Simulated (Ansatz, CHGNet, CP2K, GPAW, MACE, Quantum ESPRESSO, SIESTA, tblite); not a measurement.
# Random packing of W68Si32 (at. %) (85 atoms) in SIESTA

Wanted: SIESTA inputs and outputs for random packing of W68Si32 (at. %) (85 atoms), checked against a plane-wave reference.

Program: SIESTA 5.4.2. Level of theory: the method is named at each step. Results are calculated unless marked as measured.

## (1) The starting structure

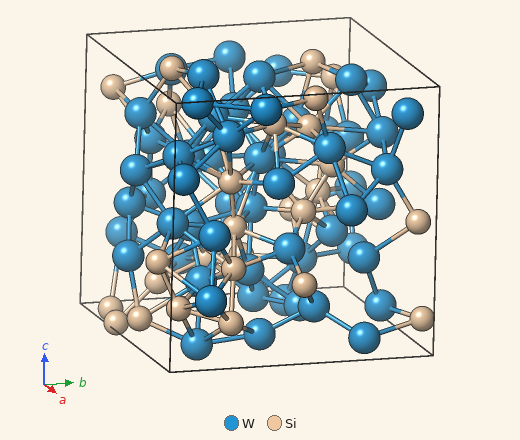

The starting structure, seen slightly off an axis (tungsten blue, silicon light orange). Some periodic images of atoms are drawn too.

The cell holds 85 atoms: 58 W and 27 Si. Its edges and angles: a = 10.997 Å, b = 10.997 Å, c = 10.997 Å, α = 90.0°, β = 90.0°, γ = 90.0°. 85 atoms (58 W, 27 Si) packed at random in a cube at 14.3 g/cm³ and pushed apart as soft spheres; a start for melting by ab initio MD, not an equilibrated structure. Then every atom was moved at random, 0.02 Å r.m.s. a Cartesian component.

The yardstick, on the same geometry:

- method: Kohn-Sham DFT, PBE, PAW, plane waves (Ansatz 0.2.0); cutoff 420 eV, Γ point, fermi-dirac smearing of 0.05 eV; PAW set soft_2
- r.m.s. force component: 1.669 eV/Å
- longest force: 5.972 eV/Å
- pressure: 26.99 GPa
- SCF cycles: 9
- time: 14 s on 8 threads of Arm Neoverse V2, shared host
- CPU time: 1.7 min

## (2) PBE, DZP, shift 0.01 Ry, mesh 300 Ry

Method: Kohn-Sham DFT, PBE, PseudoDojo 0.4.1 norm-conserving pseudopotentials (converted to PSML), numerical atomic orbitals (DZP), diagonalisation.

The .psml files are PseudoDojo norm-conserving potentials that we converted to this format, checked against plane waves on the same files for H, C, O, Si, Ge and Ca alone.

input.fdf

```
SystemLabel cell
NumberOfAtoms 85
NumberOfSpecies 2
%block ChemicalSpeciesLabel
  1 74 W
  2 14 Si
%endblock ChemicalSpeciesLabel
LatticeConstant 1.0 Ang
%block LatticeVectors
  10.99740 0.00000 0.00000
  0.00000 10.99740 0.00000
  0.00000 0.00000 10.99740
%endblock LatticeVectors
PAO.BasisSize DZP
PAO.EnergyShift 0.01 Ry
XC.Functional GGA
XC.Authors PBE
MeshCutoff 300 Ry
%block kgrid_Monkhorst_Pack
  1 0 0 0.0
  0 1 0 0.0
  0 0 1 0.0
%endblock kgrid_Monkhorst_Pack
SolutionMethod diagon
OccupationFunction FD
ElectronicTemperature 580 K
SCF.Mixer.Method Pulay
SCF.Mixer.Weight 0.05
SCF.Mixer.History 8
SCF.Mix Hamiltonian
MaxSCFIterations 300
SCF.DM.Tolerance 1e-04
SCF.H.Tolerance 1.0e-3 eV
WriteForces T
Write.HirshfeldPop T
Write.VoronoiPop T
Write.DM F
Write.H F
XML.Write F
AtomicCoordinatesFormat Fractional
%block AtomicCoordinatesAndAtomicSpecies
  0.95017 0.75453 0.06858 1
  0.79734 0.61216 0.15600 1
  0.71822 0.43554 0.04299 1
  0.50166 0.49535 0.63838 1
  0.29484 0.73318 0.19918 1
  0.65218 0.90658 0.74726 1
  0.31549 0.06973 0.45087 1
  0.50235 0.48589 0.94159 1
  0.58709 0.14114 0.43911 1
  0.46533 0.78854 0.34043 1
  0.22342 0.62877 0.57106 1
  0.41789 0.25408 0.64038 1
  0.24398 0.39709 0.58226 1
  0.91316 0.91096 0.88286 1
  0.33066 0.54270 0.07857 1
  0.33801 0.44788 0.78401 1
  0.65912 0.13160 0.70808 1
  0.85993 0.85623 0.66626 1
  0.03173 0.71746 0.82797 1
  0.16695 0.72116 0.01030 1
  0.11563 0.97703 0.40195 1
  0.89767 0.19401 0.46784 1
  0.38517 0.67194 0.73195 1
  0.47753 0.03403 0.61540 1
  0.88158 0.12239 0.96218 1
  0.87717 0.07810 0.68015 1
  0.96855 0.35377 0.94585 1
  0.76138 0.52617 0.36657 1
  0.99699 0.15150 0.25426 1
  0.72979 0.88889 0.12428 1
  0.95993 0.69071 0.54914 1
  0.47030 0.01534 0.29632 1
  0.18326 0.50023 0.38882 1
  0.29788 0.89911 0.63976 1
  0.13291 0.20821 0.42876 1
  0.40907 0.26879 0.37924 1
  0.60553 0.91735 0.46785 1
  0.02159 0.38990 0.50297 1
  0.55119 0.29824 0.81858 1
  0.58383 0.25460 0.21555 1
  0.33691 0.09464 0.78727 1
  0.79042 0.80033 0.32379 1
  0.84654 0.45095 0.63451 1
  0.18309 0.18793 0.64985 1
  0.49844 0.46288 0.22442 1
  0.23798 0.94932 0.20572 1
  0.79946 0.27154 0.80936 1
  0.54516 0.64586 0.09319 1
  0.83274 0.64489 0.75121 1
  0.66042 0.21795 0.00356 1
  0.07188 0.34881 0.16482 1
  0.63027 0.79132 0.94400 1
  0.05521 0.53353 0.69064 1
  0.17082 0.26512 0.89742 1
  0.40743 0.50097 0.43112 1
  0.46160 0.92475 0.87045 1
[... 25 atom lines left out ...]
  0.60068 0.64357 0.77182 2
  0.28472 0.19189 0.14269 2
  0.60944 0.36790 0.41616 2
  0.19099 0.87522 0.83755 2
%endblock AtomicCoordinatesAndAtomicSpecies
```

The run is started by

```sh
> OMP_NUM_THREADS=1 mpirun -np 4 siesta < input.fdf > output.txt
```

What it wrote:

```text
Version         : 5.4.2
reinit: System Name:
reinit: System Label: cell
initatom: Reading input for the pseudopotentials and atomic orbitals ----------
Species number:   1 Atomic number:   74 Label: W
Species number:   2 Atomic number:   14 Label: Si
Ground state valence configuration (from tables):   6s02  6p00  5d04  5f00
Ground state valence configuration (from tables):   3s02  3p02  3d00  4f00
---- Processing specs for species: W
GGA--PBE XC_GGA_X_PBE--XC_GGA_C_PBE pb
Semicore shell(s) with  8 electrons included in the valence for W
---- Processing specs for species: Si
GGA--PBE XC_GGA_X_PBE--XC_GGA_C_PBE pb
Semicore shell(s): 5s 5p
Fallback to non-perturbative polarization scheme for W
Please see the manual if this is not desired in principle
Si pseudopotential only contains V_ls up to l=2 -- lmxkb reset.
Using PAO.SplitTailNorm
%block ChemicalSpeciesLabel
    1   74 W                       # Species index, atomic number, species label
    2   14 Si                      # Species index, atomic number, species label
%endblock ChemicalSpeciesLabel
%block PAO.Basis                 # Define Basis set
W                     5                    # Species label, number of l-shells
 n=5   0   1                         # n, l, Nzeta
   2.777
   1.000
 n=6   0   2                         # n, l, Nzeta
   6.681      4.937
   1.000      1.000
 n=5   1   1                         # n, l, Nzeta
   3.293
   1.000
 n=6   1   1                         # n, l, Nzeta
   6.681
   1.000
 n=5   2   2                         # n, l, Nzeta
   5.647      3.913
   1.000      1.000
Si                    2                    # Species label, number of l-shells
 n=3   0   2                         # n, l, Nzeta
   5.392      3.847
   1.000      1.000
 n=3   1   2 P   1                   # n, l, Nzeta, Polarization, NzetaPol
   6.844      4.952
   1.000      1.000
%endblock PAO.Basis
coor:   Atomic-coordinates input format  =     Fractional
siesta: System type = bulk
initatomlists: Number of atoms, orbitals, and projectors:     85  1453  2342
siesta: ******************** Simulation parameters ****************************
Total number of electrons:   920.000000
Total ionic charge:   920.000000
 Kpoints in:            1 . Kpoints trimmed:            1
siesta: k-grid: Number of k-points = 1
siesta: k-points from Monkhorst-Pack grid
siesta: k-cutoff (effective) =     5.499 Ang
siesta: k-point supercell and displacements
siesta: k-grid:     1     0     0      0.000
siesta: k-grid:     0     1     0      0.000
siesta: k-grid:     0     0     1      0.000
                     ====================================
                        Single-point calculation
                     ====================================
outcell: Unit cell vectors (Ang):
       10.997400    0.000000    0.000000
        0.000000   10.997400    0.000000
        0.000000    0.000000   10.997400
outcell: Cell vector modules (Ang)   :   10.997400   10.997400   10.997400
outcell: Cell angles (23,13,12) (deg):     90.0000     90.0000     90.0000
outcell: Cell volume (Ang**3)        :   1330.0564
Gamma-point calculation with multiply-connected orbital pairs
Gamma-point calculation with multiply-connected orbital pairs
Folding of H and S implicitly performed
Folding of H and S implicitly performed
new_DM -- step:     1
Initializing Density Matrix...
Attempting to read DM from file... Failed...
DM filled with atomic data:
InitMesh: MESH = 120 x 120 x 120 = 1728000
InitMesh: Mesh cutoff (required, used) =   300.000   329.067 Ry
stepf: Fermi-Dirac step function
        iscf     Eharris(eV)        E_KS(eV)     FreeEng(eV)     dDmax    Ef(eV) dHmax(eV)
   scf:    1  -121760.862488  -122534.575152  -122535.022749  1.545897 -2.771751 14.783942
   scf:    2  -122640.919934  -122601.252718  -122601.734618  0.119093 -2.901137 11.908228
   scf:    3  -122657.480962  -122632.590022  -122633.081777  0.080645 -3.010501  7.675186
   scf:    4  -122681.157360  -122661.331749  -122661.842461  0.106069 -3.198750  5.287126
   scf:    5  -122678.554099  -122671.459325  -122671.976399  0.075867 -3.339288  3.028879
   scf:    6  -122677.030828  -122674.662196  -122675.187797  0.045524 -3.432362  2.197353
[...]
scf:   26  -122678.661351  -122678.661358  -122679.210348  0.000034 -3.660122  0.001695
   scf:   27  -122678.661351  -122678.661355  -122679.210350  0.000027 -3.660184  0.001249
   scf:   28  -122678.661347  -122678.661351  -122679.210351  0.000026 -3.660254  0.000859
SCF Convergence by DM+H criterion
max |DM_out - DM_in|         :     0.0000257722
max |H_out - H_in|      (eV) :     0.0008593829
SCF cycle converged after 28 iterations
Using DM_out to compute the final energy and forces
siesta: E_KS(eV) =          -122678.6614
siesta: E_KS - E_eggbox =   -122678.6614
siesta: Atomic forces (eV/Ang):
     1    0.212325    1.517281    1.580232
     2   -1.837140    2.163965    1.877532
     3   -0.538248   -0.703649    0.257600
     4    3.332218    0.880400   -1.849261
     5   -0.120038   -1.550793    1.123683
     6    1.523560   -1.614597   -0.777308
[...]
83   -0.459263   -1.438959    1.158376
    84   -1.209596    2.261482   -1.671897
    85    1.050794    1.585334   -0.164743
----------------------------------------
   Tot    0.000837   -0.000962   -0.001655
----------------------------------------
   Max    5.189798
   Res    1.877411    sqrt( Sum f_i^2 / 3N )
----------------------------------------
   Max    5.189798    constrained
Stress tensor Voigt[x,y,z,yz,xz,xy] (kbar):     -286.77     -323.76     -286.50        8.69      -10.03       -4.34
(Free)E + p*V (eV/cell)  -122430.9855
Target enthalpy (eV/cell)  -122679.2104
siesta: Program's energy decomposition (eV):
siesta: Ebs     =    -26928.051962
siesta: Eions   =    222049.589369
siesta: Ena     =     70541.830903
siesta: Ekin    =     33696.667612
siesta: Enl     =     20274.644267
siesta: DEna    =      2229.932805
siesta: DUscf   =        44.095437
siesta: Ex      =    -25493.493133
siesta: Ec      =     -1922.749874
siesta: Exc     =    -27416.243007
siesta: Eharris =   -122678.661347
siesta: Etot    =   -122678.661351
siesta: FreeEng =   -122679.210351
siesta: Final energy (eV):
siesta:  Band Struct. =  -26928.051962
siesta:       Kinetic =   33696.667612
siesta:       Hartree =   24133.227034
siesta:         Exch. =  -25493.493133
siesta:         Corr. =   -1922.749874
siesta:   Exch.-corr. =  -27416.243007
siesta:  Ion-electron =  -89530.412516
siesta:       Ion-ion =  -63561.900474
siesta:         Total = -122678.661351
siesta:         Fermi =      -3.660254
siesta: Stress tensor (static) (eV/Ang**3):
siesta:    -0.178988   -0.002709   -0.006261
siesta:    -0.002709   -0.202078    0.005426
siesta:    -0.006261    0.005426   -0.178816
siesta: Cell volume =       1330.056423 Ang**3
siesta: Pressure (static):
siesta:                Solid            Molecule  Units
siesta:           0.00203263          0.00206346  Ry/Bohr**3
siesta:           0.18662728          0.18945804  eV/Ang**3
siesta:         299.00985982        303.54525157  kBar
    Orbital volume contribution        =          65.992939 eV
    (Free)E + p_basis*V_orbitals       =     -122613.217412 eV
    (Free)Eharris+ p_basis*V_orbitals  =     -122613.217408 eV
Hirshfeld Atomic Populations:
Atom #   charge [q] valence [e]  Species
     1     0.075057   13.924943  W
     2     0.047419   13.952581  W
     3     0.099138   13.900862  W
     4     0.137918   13.862082  W
     5     0.061163   13.938837  W
     6     0.046581   13.953419  W
[...]
59    -0.182981    4.182981  Si
    60    -0.192220    4.192220  Si
    61    -0.175528    4.175528  Si
    62    -0.197611    4.197611  Si
    63    -0.090575    4.090575  Si
    64    -0.086256    4.086256  Si
[...]
--------------------
 Total    -0.000087
Voronoi Atomic Populations:
Atom #   charge [q] valence [e]  Species
[...]
56     0.157379   13.842621  W
    57     0.063622   13.936378  W
    58     0.143064   13.856936  W
[...]
83    -0.084903    4.084903  Si
    84    -0.229384    4.229384  Si
    85    -0.215284    4.215284  Si
--------------------
 Total    -0.000087
```

Elapsed: 2.7 min, on 4 MPI ranks of Arm Neoverse V2, shared host; peak memory 2.3 GiB; 11 min of CPU time.

Banners, paths, timers and routine set-up lines are dropped from the logs unmarked, and long logs keep their key lines alone; longer cuts are marked.

Numbers from this run, and their distance from the reference:

* r.m.s. force component: 1.877 eV/Å
* r.m.s. difference of force components: 249.4 meV/Å
* longest difference of force vectors: 900.9 meV/Å
* force difference over r.m.s. force: 14.94 %
* slope of forces against the reference's: 1.122
* correlation of force components: 0.997
* pressure: 29.9 GPa
* pressure difference: 2.909 GPa

Length of the force difference by element (eV/Å):

```csv
element,atoms,mean,most
Si,27,0.19,0.28
W,58,0.46,0.90
```

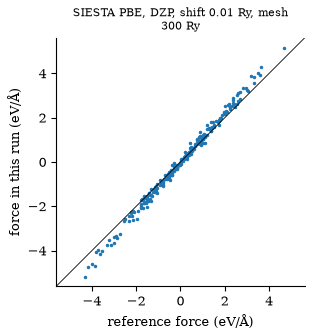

Force components against those of the reference; the line marks equality.

Local excerpt of 11 atoms (numbers count through the whole input) about W48, which bears the longest force; x, y, z are measured from there.

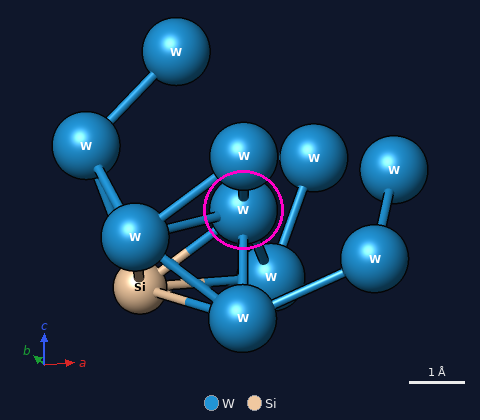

The atoms of the table, within 3.4 Å (arrows a, b, c point along x, y, z); some may hide others; the central atom is ringed.

```csv
atom,x,y,z,distance (Å),bonds,Hirshfeld charge (e),Fx,Fy,Fz (eV/Å)
W48,0.00,0.00,0.00,0.00,6,0.03,3.15,3.12,5.15
W8,-0.47,-1.76,-1.67,2.47,8,0.09,1.06,0.85,-1.86
W52,0.94,1.60,-1.64,2.48,6,0.07,1.38,-1.68,0.54
Si59,-1.74,0.90,-1.55,2.50,8,-0.18,0.31,0.90,0.15
W45,-0.51,-2.01,1.44,2.53,7,0.06,2.67,0.26,-0.59
W15,-2.36,-1.13,-0.16,2.62,9,0.06,-2.61,-3.26,-1.55
W2,2.77,-0.37,0.69,2.88,7,0.05,-1.84,2.16,1.88
W3,1.90,-2.31,-0.55,3.05,6,0.10,-0.54,-0.70,0.26
W5,-2.75,0.96,1.17,3.14,8,0.06,-0.12,-1.55,1.12
W10,-0.88,1.57,2.72,3.26,5,0.08,0.35,-0.80,-1.23
W30,2.03,2.67,0.34,3.37,7,0.09,-0.41,0.12,-0.32
```

Forces lie 15 % from the reference's, at 6.4 times its CPU time (on 4 against 8 cores).

## (3) PBE, SZP, shift 0.01 Ry, mesh 300 Ry

Method: Kohn-Sham DFT, PBE, PseudoDojo 0.4.1 norm-conserving pseudopotentials (converted to PSML), numerical atomic orbitals (SZP), diagonalisation.

input.fdf: that of step 2 with these lines changed.

```diff
@@ -13,3 +13,3 @@
 %endblock LatticeVectors
-PAO.BasisSize DZP
+PAO.BasisSize SZP
 PAO.EnergyShift 0.01 Ry
```

The run is started by

```sh
> OMP_NUM_THREADS=1 mpirun -np 2 siesta < input.fdf > output.txt
```

What it wrote:

```text
Version         : 5.4.2
reinit: System Name:
reinit: System Label: cell
initatom: Reading input for the pseudopotentials and atomic orbitals ----------
Species number:   1 Atomic number:   74 Label: W
Species number:   2 Atomic number:   14 Label: Si
Ground state valence configuration (from tables):   6s02  6p00  5d04  5f00
[... lines left out ...]
        iscf     Eharris(eV)        E_KS(eV)     FreeEng(eV)     dDmax    Ef(eV) dHmax(eV)
[... lines left out ...]
SCF Convergence by DM+H criterion
[... lines left out ...]
SCF cycle converged after 27 iterations
[... lines left out ...]
   Max    5.373754
[... lines left out ...]
   Max    5.373754    constrained
Stress tensor Voigt[x,y,z,yz,xz,xy] (kbar):     -305.61     -343.74     -307.60        9.10       -9.26       -4.43
[... lines left out ...]
siesta: FreeEng =   -122663.812318
[... lines left out ...]
siesta:         Fermi =      -3.635273
[... lines left out ...]
siesta:           0.19909446          0.20227223  eV/Ang**3
siesta:         318.98449238        324.07584516  kBar
    Orbital volume contribution        =          54.160363 eV
    (Free)E + p_basis*V_orbitals       =     -122609.651955 eV
    (Free)Eharris+ p_basis*V_orbitals  =     -122609.651953 eV
Hirshfeld Atomic Populations:
Atom #   charge [q] valence [e]  Species
     1     0.073936   13.926064  W
     2     0.049050   13.950950  W
     3     0.095194   13.904806  W
[...]
59    -0.182224    4.182224  Si
    60    -0.187600    4.187600  Si
    61    -0.168960    4.168960  Si
[...]
--------------------
 Total    -0.000093
Voronoi Atomic Populations:
Atom #   charge [q] valence [e]  Species
[...]
57     0.069784   13.930216  W
    58     0.135186   13.864814  W
[...]
84    -0.224400    4.224400  Si
    85    -0.213686    4.213686  Si
--------------------
 Total    -0.000093
```

Run time: 3.5 min. Hardware: 2 MPI ranks; peak memory 1.6 GiB.

Against the reference:

* r.m.s. force component: 1.999 eV/Å
* r.m.s. difference of force components: 373.6 meV/Å
* longest difference of force vectors: 1390 meV/Å
* force difference over r.m.s. force: 22.39 %
* slope of forces against the reference's: 1.192
* correlation of force components: 0.9954
* pressure: 31.9 GPa
* pressure difference: 4.906 GPa

This is a coarse setting, run to see what it loses.

Against the first run (15 %), the force difference from the reference is 22 %, at 0.65 times the CPU time (on 2 against 4 cores), with 997 basis functions against 1453: the smaller basis costs accuracy.

## (4) PBE, DZ, shift 0.01 Ry, mesh 300 Ry

Method: Kohn-Sham DFT, PBE, PseudoDojo 0.4.1 norm-conserving pseudopotentials (converted to PSML), numerical atomic orbitals (DZ), diagonalisation.

input.fdf: that of step 3 with these lines changed.

```diff
@@ -13,3 +13,3 @@
 %endblock LatticeVectors
-PAO.BasisSize SZP
+PAO.BasisSize DZ
 PAO.EnergyShift 0.01 Ry
```

What it wrote:

```text
Version         : 5.4.2
reinit: System Name:
reinit: System Label: cell
initatom: Reading input for the pseudopotentials and atomic orbitals ----------
Species number:   1 Atomic number:   74 Label: W
Species number:   2 Atomic number:   14 Label: Si
Ground state valence configuration (from tables):   6s02  6p00  5d04  5f00
[... lines left out ...]
        iscf     Eharris(eV)        E_KS(eV)     FreeEng(eV)     dDmax    Ef(eV) dHmax(eV)
[... lines left out ...]
SCF Convergence by DM+H criterion
[... lines left out ...]
SCF cycle converged after 28 iterations
[... lines left out ...]
   Max    5.499484
[... lines left out ...]
   Max    5.499484    constrained
Stress tensor Voigt[x,y,z,yz,xz,xy] (kbar):     -284.97     -323.87     -279.92        8.30       -9.72      -10.00
[... lines left out ...]
siesta: FreeEng =   -122633.114035
[... lines left out ...]
siesta:         Fermi =      -3.418605
[... lines left out ...]
siesta:           0.18490622          0.19329533  eV/Ang**3
siesta:         296.25241857        309.69326570  kBar
    Orbital volume contribution        =          45.881841 eV
    (Free)E + p_basis*V_orbitals       =     -122587.232194 eV
    (Free)Eharris+ p_basis*V_orbitals  =     -122587.232188 eV
Hirshfeld Atomic Populations:
Atom #   charge [q] valence [e]  Species
     1     0.060525   13.939475  W
     2     0.039248   13.960752  W
     3     0.084659   13.915341  W
[...]
59    -0.151083    4.151083  Si
    60    -0.152498    4.152498  Si
    61    -0.131242    4.131242  Si
[...]
--------------------
 Total    -0.000159
Voronoi Atomic Populations:
Atom #   charge [q] valence [e]  Species
[...]
57     0.055077   13.944923  W
    58     0.116621   13.883379  W
[...]
84    -0.162800    4.162800  Si
    85    -0.182773    4.182773  Si
--------------------
 Total    -0.000160
```

Elapsed: 2.5 min, on 2 MPI ranks; peak memory 1.3 GiB; 5 min of CPU time.

Compared with the plane-wave run:

```yaml
r_m_s_force_component: 1.972 eV/Å
r_m_s_difference_of_force_components: 482.5 meV/Å
longest_difference_of_force_vectors: 2040 meV/Å
force_difference_over_r_m_s_force: 28.91 %
slope_of_forces_against_the_reference_s: 1.157
correlation_of_force_components: 0.9786
pressure: 29.63 GPa
pressure_difference: 2.633 GPa
```

This is a coarse setting, run to see what it loses.

Against the first run (15 %), the force difference from the reference is 29 %, at 0.45 times the CPU time (on 2 against 4 cores), with 1144 basis functions against 1453: the smaller basis costs accuracy.

(Part 1 of 2 ends here.)

[Also dropped from logs without a mark: logging warnings of Python, and SIESTA's first energy breakdown and zero terms.]

[Logs are printed without paths, hosts, clocks, repeated set-up lines and the standing remarks that a program may print on its own settings, such as how far it seeks lower states.]

[Hosts, paths, dates, database ids (printed as entryN), source tags and the programs' standing remarks are cut or masked in the printed files.]
